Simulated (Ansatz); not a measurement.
Band structure of PdPtAu (P3m1, 3 atoms in the cell).

```
PdPtAu
1.0
    2.84952     0.00000     0.00000
   -1.42476     2.46776     0.00000
    0.00000     0.00000     6.98638
Pd Pt Au
1 1 1
Direct
  0.00000   0.00000   0.33796
  0.66667   0.33333   0.65909
  0.33333   0.66667   0.00295
```

Method: LDA (PW92), PAW files made with PBE (plane waves; Ansatz, an electronic-structure program).

Settings: basis.ecutwfc = 420 eV; kpoints.mp_grid.grid = 16 16 6; hamiltonian.xc = lda; hamiltonian.pseudopotentials = {kind: paw} (the program's default PAW files); scf.occupations.method = gaussian; scf.occupations.width = 0.136 eV; kpoints.band_path.npoints = 8.

The starting cell comes from a database of computed structures (which also holds hypothetical and non-ambient phases and stackings), without a prior relaxation at this level. Spin-orbit coupling is off. Spin polarisation is off.

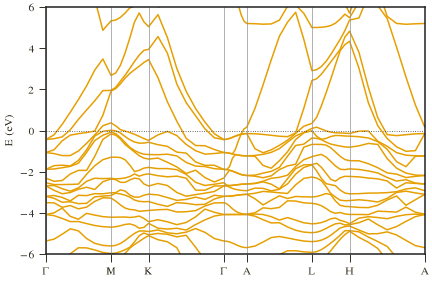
Figure. Bands along the path, energies from the Fermi level.

Levels in eV from the Fermi level, bands 25 to 32:
```
point     25     26     27     28     29     30    31     32
-----  -----  -----  -----  -----  -----  -----  ----  -----
Γ      -1.88  -1.88  -1.07  -1.07  -0.44  -0.44  9.16  10.12
M      -0.08   0.02   0.37   1.92   1.95   2.68  5.33   6.25
K      -1.16  -0.57  -0.47   3.45   3.94   5.04  7.62   8.03
A      -2.18  -1.23  -1.23  -0.14  -0.14   0.17  5.20  14.87
L      -0.36  -0.01   0.11   0.35   2.43   2.91  5.00   8.29
H      -0.81  -0.27  -0.14   4.34   4.83   5.37  5.48   5.70
```

Bands cross the Fermi level along this path, so the cell is metallic at this level.

Keys are those of Ansatz 0.2.
